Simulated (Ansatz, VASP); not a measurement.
# SnTe: VASP beside Ansatz

Aim: how closely do two programs agree when they are given the same cell, functional and k mesh?

Method: plane waves, with VASP 6.6.1 beside it; relaxation of cell and atoms at r2SCAN with rVV10, in Ansatz 0.2.0.

## Step 1: Set-up

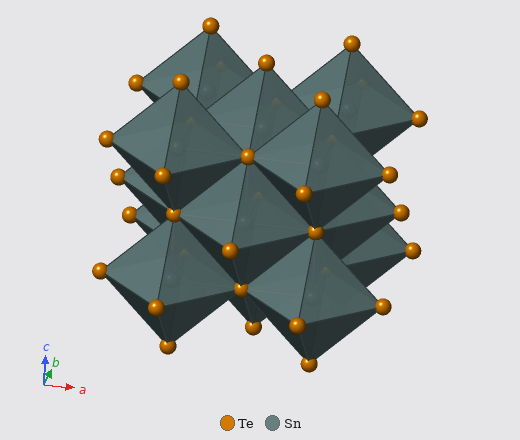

The cell as given, from a free direction (tellurium orange, tin teal). This picture shows the conventional cell, with its axes. Some periodic images of atoms are drawn too.

## Step 2: VASP: relaxation of cell and atoms, r2SCAN with rVV10

The relaxed volume is the usual yardstick between codes: its relative difference is about their pressure difference at one cell divided by the bulk modulus.

Lines of VASP's logs that name or quote its potential files are left out, and so is its time.

File INCAR:

```
SYSTEM = SnTe
PREC = Accurate
ENCUT = 450
EDIFF = 1E-06
NELM = 100
ISMEAR = 0
SIGMA = 0.03
LREAL = .FALSE.
ALGO = Normal
METAGGA = R2SCAN
LUSE_VDW = .TRUE.
IVDW_NL = 2
BPARAM = 11.95
CPARAM = 0.0093
LASPH = .TRUE.
NBANDS = 16
LORBIT = 11
LWAVE = .FALSE.
LCHARG = .FALSE.
KPAR = 4
IBRION = 2
NSW = 50
ISIF = 3
EDIFFG = -0.006
```

File POSCAR:

```
SnTe
1.0
    0.0000000000      3.1877545079      3.1877545079
    3.1877545079      0.0000000000      3.1877545079
    3.1877545079      3.1877545079      0.0000000000
Te Sn
1 1
Direct
    0.5000000000      0.5000000000      0.5000000000
    0.0000000000      0.0000000000      0.0000000000
```

File KPOINTS:

```
Automatic mesh
0
Gamma
6 6 6
0 0 0
```

The projector-augmented-wave data sets are Te and Sn_d (PBE family, release 64).

Command:

```
> mpirun -np 4 vasp_std
```

Numbers of over 12 decimals in the logs are rounded to 6 here.

Output:

```text
[banner, memory and clock lines left out]
running    4 mpi-ranks, on    1 nodes
 distrk:  each k-point on    1 cores,    4 groups
 distr:  one band on    1 cores,    1 groups

 POSCAR found type information on POSCAR TeSn
 POSCAR found :  2 types and       2 ions
|                                                                             |
|               ----> ADVICE to this user running VASP <----                  |
|                                                                             |
|     You have switched on vdW-DFT.                                           |
|     This routine was written and supplied by Jiri Klimes. We recommend      |
|     that you carefully read and cite the following publications:            |
|       J. Klimes, D.R. Bowler, A. Michelides                                 |
|          J. Phys.: Cond Matt. 22 022201 (2010)                              |
|       J. Klimes, D.R. Bowler, A. Michelides                                 |
|          Phys. Rev. B. 83, 195131 (2011)                                    |
|     and references therein.                                                 |
|                                                                             |

|                                                                             |
|               ----> ADVICE to this user running VASP <----                  |
|                                                                             |
|     You enforced a specific xc type in the INCAR file but a different       |
|     [... a line on the potential file left out ...]
|     I HOPE YOU KNOW WHAT YOU ARE DOING!                                     |
|                                                                             |

 LDA part: xc-table for (None), standard interpolation
 POSCAR, INCAR and KPOINTS ok, starting setup
 FFT: planning ... GRIDC
 FFT: planning ... GRID_SOFT
 FFT: planning ... GRID
 WAVECAR not read
 entering main loop
       N       E                     dE             d eps       ncg     rms          rms(c)
Total rVV10 correction in eV:      0.5303414    23.9347915
Total rVV10 correction in eV:      0.5303414    23.9347915
Total rVV10 correction in eV:      0.5303414    23.9347915
Total rVV10 correction in eV:      0.5303414    23.9347915
DAV:   1     0.749181524953E+02    0.74918E+02   -0.93589E+03   520   0.132E+03
DAV:   2    -0.434436671013E+02   -0.11836E+03   -0.11553E+03   560   0.333E+02
DAV:   3    -0.530034729519E+02   -0.95598E+01   -0.95425E+01   632   0.877E+01
DAV:   4    -0.532510569339E+02   -0.24758E+00   -0.24753E+00   600   0.156E+01
DAV:   5    -0.532627358738E+02   -0.11679E-01   -0.11679E-01   792   0.299E+00    0.460E+00
Total rVV10 correction in eV:      0.5316892    23.9347911
Total rVV10 correction in eV:      0.5316892    23.9347911
Total rVV10 correction in eV:      0.5316892    23.9347911
Total rVV10 correction in eV:      0.5316892    23.9347911
DAV:   6    -0.501410183905E+02    0.31217E+01   -0.75394E-01   656   0.125E+01    0.312E+00
Total rVV10 correction in eV:      0.5372296    23.9347911
Total rVV10 correction in eV:      0.5372296    23.9347911
Total rVV10 correction in eV:      0.5372296    23.9347911
Total rVV10 correction in eV:      0.5372296    23.9347911
DAV:   7    -0.501392145948E+02    0.18038E-02   -0.95421E-02   616   0.217E+00    0.102E+00
Total rVV10 correction in eV:      0.5384698    23.9347911
Total rVV10 correction in eV:      0.5384698    23.9347911
Total rVV10 correction in eV:      0.5384698    23.9347911
Total rVV10 correction in eV:      0.5384698    23.9347911
DAV:   8    -0.501425862234E+02   -0.33716E-02   -0.71615E-03   648   0.695E-01    0.469E-01
Total rVV10 correction in eV:      0.5388264    23.9347911
Total rVV10 correction in eV:      0.5388264    23.9347911
Total rVV10 correction in eV:      0.5388264    23.9347911
Total rVV10 correction in eV:      0.5388264    23.9347911
DAV:   9    -0.501428497927E+02   -0.26357E-03   -0.14313E-03   608   0.190E-01    0.156E-01
Total rVV10 correction in eV:      0.5390207    23.9347911
Total rVV10 correction in eV:      0.5390207    23.9347911
Total rVV10 correction in eV:      0.5390207    23.9347911
Total rVV10 correction in eV:      0.5390207    23.9347911
DAV:  10    -0.501429211931E+02   -0.71400E-04   -0.14657E-04   704   0.112E-01    0.537E-02
Total rVV10 correction in eV:      0.5392337    23.9347911
Total rVV10 correction in eV:      0.5392337    23.9347911
Total rVV10 correction in eV:      0.5392337    23.9347911
Total rVV10 correction in eV:      0.5392337    23.9347911
DAV:  11    -0.501429441008E+02   -0.22908E-04   -0.51393E-05   648   0.607E-02    0.309E-02
Total rVV10 correction in eV:      0.5392431    23.9347911
Total rVV10 correction in eV:      0.5392431    23.9347911
Total rVV10 correction in eV:      0.5392431    23.9347911
Total rVV10 correction in eV:      0.5392431    23.9347911
DAV:  12    -0.501429437355E+02    0.36528E-06   -0.46105E-06   672   0.324E-02
Total rVV10 correction in eV:      0.5392673    23.9347911
Total rVV10 correction in eV:      0.5392673    23.9347911
Total rVV10 correction in eV:      0.5392673    23.9347911
Total rVV10 correction in eV:      0.5392673    23.9347911
Total rVV10 correction in eV:      0.5392663    23.9347911
Total rVV10 correction in eV:      0.5392663    23.9347911
[...]
Total rVV10 correction in eV:      0.5395426    23.9347911
Total rVV10 correction in eV:      0.5395426    23.9347911
Total rVV10 correction in eV:      0.5395426    23.9347911
Total rVV10 correction in eV:      0.5395426    23.9347911
DAV:   1    -0.501871734274E+02   -0.44229E-01   -0.95231E-01   624   0.143E+01    0.128E+00
Total rVV10 correction in eV:      0.5368934    23.9347921
Total rVV10 correction in eV:      0.5368934    23.9347921
Total rVV10 correction in eV:      0.5368934    23.9347921
Total rVV10 correction in eV:      0.5368934    23.9347921
DAV:   2    -0.501530202044E+02    0.34153E-01   -0.59083E-02   648   0.368E+00    0.526E-01
Total rVV10 correction in eV:      0.5350830    23.9347921
Total rVV10 correction in eV:      0.5350830    23.9347921
Total rVV10 correction in eV:      0.5350830    23.9347921
Total rVV10 correction in eV:      0.5350830    23.9347921
DAV:   3    -0.501447856687E+02    0.82345E-02   -0.22745E-02   672   0.224E+00    0.104E-01
Total rVV10 correction in eV:      0.5348431    23.9347921
Total rVV10 correction in eV:      0.5348431    23.9347921
Total rVV10 correction in eV:      0.5348431    23.9347921
Total rVV10 correction in eV:      0.5348431    23.9347921
DAV:   4    -0.501445538302E+02    0.23184E-03   -0.76405E-04   560   0.248E-01    0.545E-02
Total rVV10 correction in eV:      0.5346643    23.9347921
Total rVV10 correction in eV:      0.5346643    23.9347921
Total rVV10 correction in eV:      0.5346643    23.9347921
Total rVV10 correction in eV:      0.5346643    23.9347921
DAV:   5    -0.501445092915E+02    0.44539E-04   -0.87790E-05   688   0.637E-02    0.320E-02
Total rVV10 correction in eV:      0.5345379    23.9347921
Total rVV10 correction in eV:      0.5345379    23.9347921
Total rVV10 correction in eV:      0.5345379    23.9347921
Total rVV10 correction in eV:      0.5345379    23.9347921
DAV:   6    -0.501445120947E+02   -0.28032E-05   -0.25153E-05   576   0.482E-02    0.906E-03
Total rVV10 correction in eV:      0.5345117    23.9347921
Total rVV10 correction in eV:      0.5345117    23.9347921
Total rVV10 correction in eV:      0.5345117    23.9347921
Total rVV10 correction in eV:      0.5345117    23.9347921
DAV:   7    -0.501445095698E+02    0.25249E-05   -0.28837E-06   632   0.231E-02    0.363E-03
Total rVV10 correction in eV:      0.5344926    23.9347921
Total rVV10 correction in eV:      0.5344926    23.9347921
Total rVV10 correction in eV:      0.5344926    23.9347921
Total rVV10 correction in eV:      0.5344926    23.9347921
DAV:   8    -0.501445085366E+02    0.10332E-05   -0.42633E-07   328   0.440E-03    0.113E-03
Total rVV10 correction in eV:      0.5344933    23.9347921
Total rVV10 correction in eV:      0.5344933    23.9347921
Total rVV10 correction in eV:      0.5344933    23.9347921
Total rVV10 correction in eV:      0.5344933    23.9347921
DAV:   9    -0.501445085851E+02   -0.48483E-07   -0.86386E-08   312   0.405E-03
Total rVV10 correction in eV:      0.5344953    23.9347921
Total rVV10 correction in eV:      0.5344953    23.9347921
Total rVV10 correction in eV:      0.5344953    23.9347921
Total rVV10 correction in eV:      0.5344953    23.9347921
Total rVV10 correction in eV:      0.5344922    23.9347921
Total rVV10 correction in eV:      0.5344922    23.9347921
Total rVV10 correction in eV:      0.5344922    23.9347921
Total rVV10 correction in eV:      0.5344922    23.9347921
   2 F= -.50144509E+02 E0= -.50144395E+02  d E =-.156485E-02
 trial-energy change:   -0.001565  1 .order   -0.001415   -0.003802    0.000973
 step:   0.8236(harm=  0.7962)  dis= 0.00000  next Energy=   -50.144594 (dE=-0.165E-02)
 bond charge predicted
       N       E                     dE             d eps       ncg     rms          rms(c)
Total rVV10 correction in eV:      0.5344452    23.9347921
Total rVV10 correction in eV:      0.5344452    23.9347921
Total rVV10 correction in eV:      0.5344452    23.9347921
Total rVV10 correction in eV:      0.5344452    23.9347921
DAV:   1    -0.501459267377E+02   -0.14182E-02   -0.30169E-02   624   0.260E+00    0.221E-01
Total rVV10 correction in eV:      0.5349004    23.9347919
Total rVV10 correction in eV:      0.5349004    23.9347919
Total rVV10 correction in eV:      0.5349004    23.9347919
Total rVV10 correction in eV:      0.5349004    23.9347919
DAV:   2    -0.501448766290E+02    0.10501E-02   -0.18065E-03   648   0.639E-01    0.937E-02
Total rVV10 correction in eV:      0.5352430    23.9347919
Total rVV10 correction in eV:      0.5352430    23.9347919
Total rVV10 correction in eV:      0.5352430    23.9347919
Total rVV10 correction in eV:      0.5352430    23.9347919
DAV:   3    -0.501446133164E+02    0.26331E-03   -0.76584E-04   656   0.408E-01    0.181E-02
Total rVV10 correction in eV:      0.5352812    23.9347919
Total rVV10 correction in eV:      0.5352812    23.9347919
Total rVV10 correction in eV:      0.5352812    23.9347919
Total rVV10 correction in eV:      0.5352812    23.9347919
DAV:   4    -0.501446035740E+02    0.97424E-05   -0.24578E-05   560   0.470E-02    0.929E-03
Total rVV10 correction in eV:      0.5353180    23.9347919
Total rVV10 correction in eV:      0.5353180    23.9347919
Total rVV10 correction in eV:      0.5353180    23.9347919
Total rVV10 correction in eV:      0.5353180    23.9347919
DAV:   5    -0.501445993236E+02    0.42504E-05   -0.30556E-06   584   0.148E-02    0.533E-03
Total rVV10 correction in eV:      0.5353449    23.9347919
Total rVV10 correction in eV:      0.5353449    23.9347919
Total rVV10 correction in eV:      0.5353449    23.9347919
Total rVV10 correction in eV:      0.5353449    23.9347919
DAV:   6    -0.501445984696E+02    0.85409E-06   -0.65145E-07   312   0.715E-03
Total rVV10 correction in eV:      0.5353544    23.9347919
Total rVV10 correction in eV:      0.5353544    23.9347919
Total rVV10 correction in eV:      0.5353544    23.9347919
Total rVV10 correction in eV:      0.5353544    23.9347919
Total rVV10 correction in eV:      0.5353475    23.9347919
Total rVV10 correction in eV:      0.5353475    23.9347919
Total rVV10 correction in eV:      0.5353475    23.9347919
Total rVV10 correction in eV:      0.5353475    23.9347919
   3 F= -.50144598E+02 E0= -.50144517E+02  d E =-.165473E-02
 curvature:  -0.39 expect dE=-0.283E-05 dE for cont linesearch -0.283E-05
 trial: gam= 0.00000 g(F)=  0.662E-61 g(S)=  0.724E-05 ort =-0.166E-03 (trialstep = 0.965E+00)
 search vector abs. value=  0.724E-05
 reached required accuracy - stopping structural energy minimisation
```

OUTCAR, selected parts (step 2):

```text
ion  position               nearest neighbor table
   1  0.500  0.500  0.500-   2 3.19   2 3.19   2 3.19   2 3.19   2 3.19   2 3.19
   2  0.000  0.000  0.000-   1 3.19   1 3.19   1 3.19   1 3.19   1 3.19   1 3.19

  LATTYP: Found a face centered cubic cell.
 ALAT       =     6.3755090158

 Subroutine GETGRP returns: Found 48 space group operations
 (whereof 48 operations were pure point group operations)

The static configuration has the point symmetry O_h .

 Found     16 irreducible k-points:

   k-points           NKPTS =     16   k-points in BZ     NKDIM =     16   number of bands    NBANDS=     16

   dimension x,y,z NGX =    32 NGY =   32 NGZ =   32
   dimension x,y,z NGXF=    64 NGYF=   64 NGZF=   64

   ENCUT  =  450.0 eV  33.07 Ry    5.75 a.u.   7.80  7.80  7.80*2*pi/ulx,y,z

   NELECT =      20.0000    total number of electrons

 k-points in reciprocal lattice and weights: Automatic mesh
   0.00000000  0.00000000  0.00000000       0.005
   0.16666667  0.00000000  0.00000000       0.037
   0.33333333  0.00000000  0.00000000       0.037
   0.50000000  0.00000000  0.00000000       0.019
   0.16666667  0.16666667  0.00000000       0.028
   0.33333333  0.16666667  0.00000000       0.111
   0.50000000  0.16666667  0.00000000       0.111
  -0.33333333  0.16666667  0.00000000       0.111
  -0.16666667  0.16666667  0.00000000       0.056
[...]
-0.33333333  0.33333333  0.16666667       0.111
  -0.33333333  0.50000000  0.16666667       0.056

 average (electrostatic) potential at core
       1 -92.9794       2-106.4523

 E-fermi :   6.8039

 k-point     1 :       0.0000    0.0000    0.0000
  band No.  band energies     occupation
    ...
      6      -6.5989      2.00000
      7       1.9196      2.00000
      8       4.3152      2.00000
      9       4.3152      2.00000
     10       4.3152      2.00000
     11      10.1240      0.00000
     12      10.1241      0.00000
     13      10.1241      0.00000
     14      11.7096      0.00000
     15      11.7096      0.00000
    ...

 k-point     2 :       0.1667    0.0000    0.0000
  band No.  band energies     occupation
    ...
      6      -6.3612      2.00000
      7       0.6934      2.00000
      8       4.3653      2.00000
      9       4.3653      2.00000
     10       5.1803      2.00000
     11       9.0363      0.00000
     12       9.0364      0.00000
     13       9.1443      0.00000
     14      11.7094      0.00000
     15      12.2789      0.00000
    ...

 k-point     3 :       0.3333    0.0000    0.0000
  band No.  band energies     occupation
    ...
      6      -5.7434      2.00000
      7      -1.0696      2.00000
      8       4.5335      2.00000
      9       4.5335      2.00000
     10       6.0843      2.00000
     11       7.6412      0.00000
     12       7.6413      0.00000
     13       7.7895      0.00000
     14      12.8445      0.00000
     15      13.8391      0.00000
    ...

  Total        0.0100041      0.0100041      0.0100041      0.0000000     -0.0000000      0.0000000
  in kB        0.2508140      0.2508140      0.2508140      0.0000000     -0.0000000      0.0000000
  external PRESSURE =       0.2508140 kB  Pullay stress =       0.0000000 kB

  energy-cutoff  :      450.00
  volume of cell :       63.91
      direct lattice vectors                 reciprocal lattice vectors
     0.000000000  3.173237280  3.173237280    -0.157567795  0.157567795  0.157567795
     3.173237280 -0.000000000  3.173237280     0.157567795 -0.157567795  0.157567795
     3.173237280  3.173237280  0.000000000     0.157567795  0.157567795 -0.157567795

 POSITION                                       TOTAL-FORCE (eV/Angst)
 -----------------------------------------------------------------------------------
      3.17324      3.17324      3.17324        -0.000000      0.000000     -0.000000
      0.00000      0.00000      0.00000         0.000000     -0.000000      0.000000
 -----------------------------------------------------------------------------------
    total drift:                                0.000000     -0.000000     -0.000000

  FREE ENERGIE OF THE ION-ELECTRON SYSTEM (eV)
  ---------------------------------------------------
  free  energy   TOTEN  =       -50.1445984696 eV

  energy  without entropy=      -50.1444353677  energy(sigma->0) =      -50.14451692

 reached required accuracy - stopping structural energy minimisation

 total charge
# of ion       s       p       d       tot
------------------------------------------
    1        1.383   1.999   0.029   3.411
    2        1.347   0.736   9.980  12.063
--------------------------------------------------
tot          2.731   2.735  10.008  15.474

[... 3 further parts left out ...]
```

CONTCAR:

```
SnTe
   1.00000000000000
     0.0000000000000000    3.1732372804815632    3.1732372804815632
     3.1732372804815632   -0.0000000000000000    3.1732372804815632
     3.1732372804815632    3.1732372804815632    0.0000000000000000
  Te              Sn
     1     1
Direct
     0.5000000000000000    0.5000000000000000    0.5000000000000000
     0.0000000000000000    0.0000000000000000    0.0000000000000000
```

[end of part 1 of 2]

[Lines on the potential files, build, host, timing and source positions are cut from VASP's logs without a mark.]

[Logs are printed without paths, hosts, clocks, repeated set-up lines and the standing remarks that a program may print on its own settings, such as how far it seeks lower states.]

[Hosts, paths, dates, database ids (printed as entryN), source tags and the programs' standing remarks are cut or masked in the printed files.]
